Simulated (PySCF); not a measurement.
# C₅H₁₀NPSi: electronic excitations

What electronic excitations should C₅H₁₀NPSi (`C#C[Si@](N)(P)C1CC1`) show?

The runs use PySCF 2.14.0, with density-fitted response routines of our own; the level of theory stands in each step. All values are computed, except where a source is named. Atoms count from 0, in the outputs and in this text.

## (1) Starting geometry

18 atoms, charge 0, multiplicity 1; geometry from: GFN2-xTB.

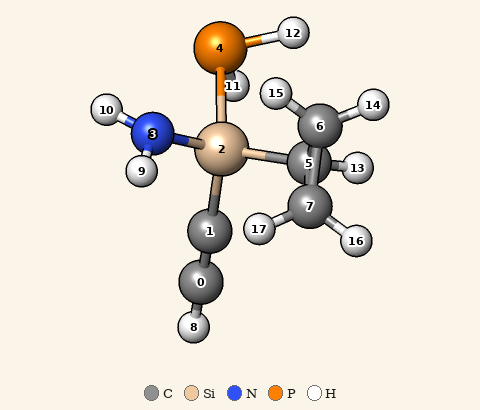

As it starts; carbon grey, silicon light orange, nitrogen blue, phosphorus orange, hydrogen white, atoms numbered.

## (2) Excited states and response: wB97X-D/def2-SVPD

What the job is given:

```
{"job": {"kind": "uv", "xc": "wB97X-D", "basis": "def2-SVPD", "nstates": 8, "ntriplets": 3}, "charge": 0, "multiplicity": 1}
C     -2.596041    -2.030889    -0.770902
C     -1.829773    -1.188224    -0.384362
Si    -0.711555     0.174659     0.231942
N     -0.223284     0.031492     1.879696
P     -1.823182     2.139544     0.181179
C      0.833074     0.132354    -0.853951
C      2.139211     0.650304    -0.323213
C      1.957558    -0.813218    -0.545953
H     -3.256156    -2.776595    -1.112526
H      0.301899    -0.774010     2.177618
H     -0.856812     0.327565     2.604319
H     -2.805432     1.680967    -0.676817
H     -1.085403     2.670587    -0.860523
H      0.657581     0.308013    -1.909246
H      2.785555     1.198427    -0.993316
H      2.164055     1.008745     0.694464
H      2.473034    -1.278227    -1.373370
H      1.866910    -1.455176     0.316669
```

Method: TDDFT wB97X-D/def2-SVPD, vertical, gas phase, core orbitals frozen in the response.

On the command line:

```sh
$ OMP_NUM_THREADS=1 python probes_run.py task.json out
```

The driver reads the jobs from task.json and runs them one after another.

The program printed:

```text
coarse grid: 15944 points
cycle   1  E = -881.4657269213  dE =  1.075e+00  |g| = 4.683e-01  |ddm| = 9.134e+00
cycle   2  E = -881.4952397397  dE = -2.951e-02  |g| = 3.755e-01  |ddm| = 1.979e+00
cycle   3  E = -881.5262132682  dE = -3.097e-02  |g| = 6.334e-02  |ddm| = 6.097e-01
cycle   4  E = -881.5271125249  dE = -8.993e-04  |g| = 2.892e-02  |ddm| = 2.313e-01
cycle   5  E = -881.5273207740  dE = -2.082e-04  |g| = 1.093e-02  |ddm| = 1.028e-01
cycle   6  E = -881.5273512910  dE = -3.052e-05  |g| = 2.983e-03  |ddm| = 2.730e-02
cycle   7  E = -881.5273541764  dE = -2.885e-06  |g| = 6.500e-04  |ddm| = 1.341e-02
final grid: 144608 points
cycle   8  E = -881.6424370972  dE = -1.338e-04  |g| = 6.478e-03  |ddm| = 2.168e-01
cycle   9  E = -881.6424397716  dE = -2.674e-06  |g| = 6.115e-03  |ddm| = 2.734e-02
cycle  10  E = -881.6424479072  dE = -8.136e-06  |g| = 5.432e-04  |ddm| = 8.672e-03
cycle  11  E = -881.6424480023  dE = -9.510e-08  |g| = 2.625e-04  |ddm| = 2.859e-03
cycle  12  E = -881.6424480211  dE = -1.875e-08  |g| = 5.729e-05  |ddm| = 6.320e-04
cycle  13  E = -881.6424480224  dE = -1.281e-09  |g| = 2.591e-05  |ddm| = 2.577e-04
cycle  14  E = -881.6424480226  dE = -2.024e-10  |g| = 1.201e-05  |ddm| = 1.030e-04
converged SCF energy = -881.6424480226

Static polarisability (au): isotropic 114.564, principal 94.937 121.551 127.204

Singlet excitations
state   eV       nm        f      main configurations
  1   6.0310    205.6   0.00087   H->L+1 0.45, H-3->L+1 0.10
  2   6.1296    202.3   0.01598   H->L+1 0.27, H-2->L 0.18, H->L 0.14
  3   6.2863    197.2   0.02481   H->L 0.17, H-2->L+1 0.16, H-1->L+1 0.15
  4   6.4827    191.3   0.00494   H->L+3 0.24, H-3->L+1 0.22, H-1->L+1 0.15
  5   6.8002    182.3   0.03217   H-1->L 0.49, H-2->L 0.24
  6   6.8840    180.1   0.09198   H->L 0.41, H->L+2 0.13, H-3->L 0.12
  7   7.1014    174.6   0.30058   H->L+2 0.46, H->L+3 0.14
  8   7.2238    171.6   0.00440   H-1->L+1 0.49, H-2->L+1 0.20, H-3->L+1 0.09

Triplet excitations (Tamm-Dancoff, eV): 5.1072 5.5371 5.5629
```

It took 2.1 min on 1 thread of Arm Neoverse N1, shared host; peak memory 1.1 GiB.

The orbitals next to the gap, with their largest atomic shares:

```tsv
orbital	eV	atoms
HOMO−3	-10.23	C1 30 %, C0 29 %, C7 11 %
HOMO−2	-9.91	C1 23 %, C0 21 %, C5 15 %
HOMO−1	-9.59	N3 56 %, C1 13 %, C0 11 %
HOMO	-8.93	P4 53 %, Si2 10 %, C1 6 %
LUMO	1.56	C1 19 %, C0 19 %, Si2 18 %
LUMO+1	1.74	C0 20 %, C1 20 %, Si2 18 %
LUMO+2	2.23	C0 20 %, Si2 16 %, P4 15 %
```

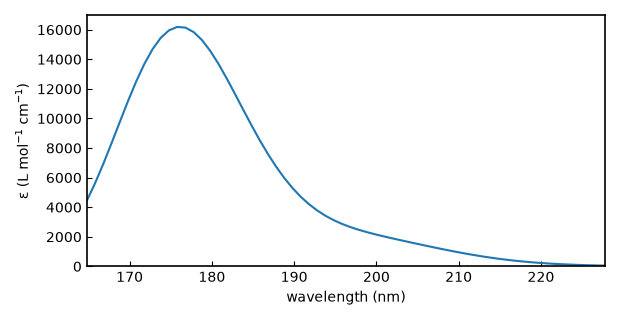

Absorption spectrum: each of the 8 states is a Gaussian band of 0.4 eV half-width at 1/e. Beyond the last state computed it falls off for lack of states.

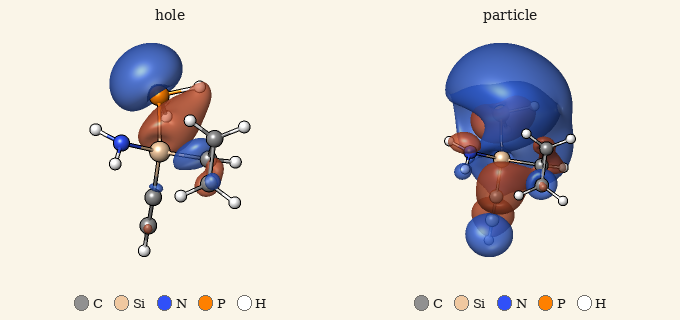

Leading natural transition orbitals of singlet state 7: the electron leaves the hole (left) for the particle orbital (right).

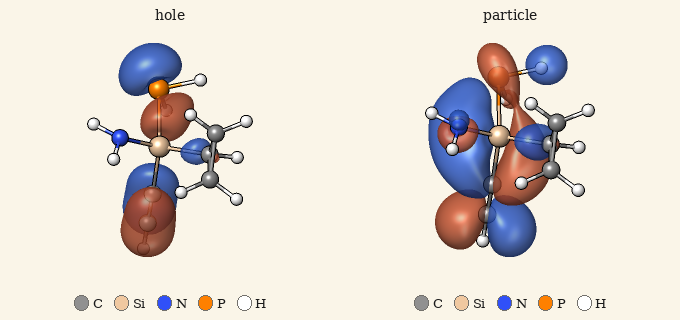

Leading natural transition orbitals of singlet state 1: the electron leaves the hole (left) for the particle orbital (right).

Further results of this job:

```tsv
property	computed
dipole moment (D)	1.33
polarisability (Å³)	16.98
HOMO–LUMO gap (eV)	10.49
−ε(HOMO) (eV)	8.93
```

Orbitals, density, ELF and potential are computed afterwards from the orbital file.

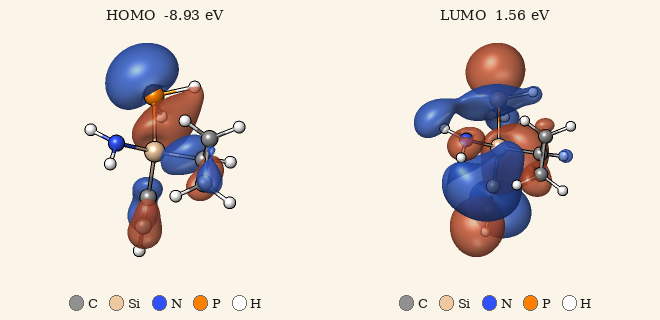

Frontier orbitals at wB97X-D/def2-SVPD; each surface holds 70 % of the orbital's density, blue and red mark the sign.

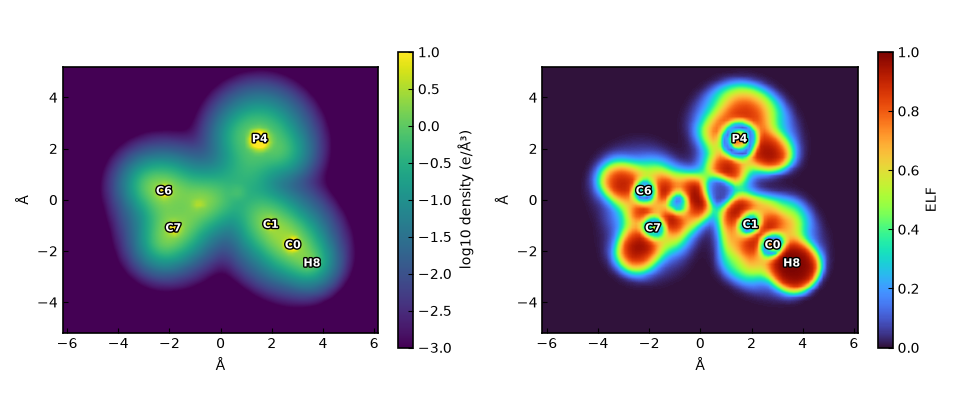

Density (left) and ELF (right) in a plane through or near 6 of the atoms.

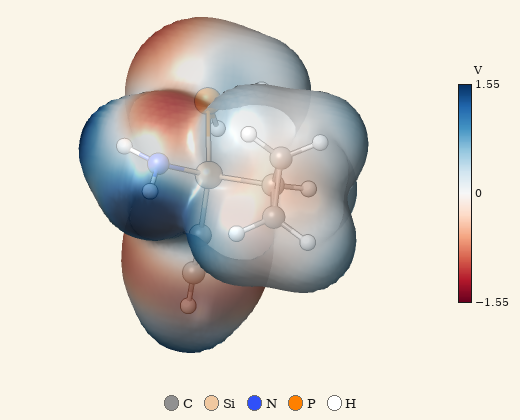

The potential that a unit positive charge feels on the 0.002 e/bohr³ surface, from -0.94 V near N3 to 1.55 V near H9.

## (3) What came out

```
                                quantity                        value
      lowest singlet (wB97X-D/def2-SVPD)  6.03 eV (206 nm), f = 0.001
brightest single state of those computed  state 7, 7.10 eV, f = 0.301
                          lowest triplet                      5.11 eV
   surface potential, least and greatest           -0.94 V and 1.55 V
```

In words: The lowest singlet, at 6.03 eV, is HOMO→LUMO+1 0.45, HOMO−3→LUMO+1 0.10 and is dark; of the 8 states computed, the strongest absorption comes from state 7 at 7.10 eV. The lowest triplet lies 0.92 eV below the lowest singlet (triplets in Tamm-Dancoff, singlets in full TDDFT).
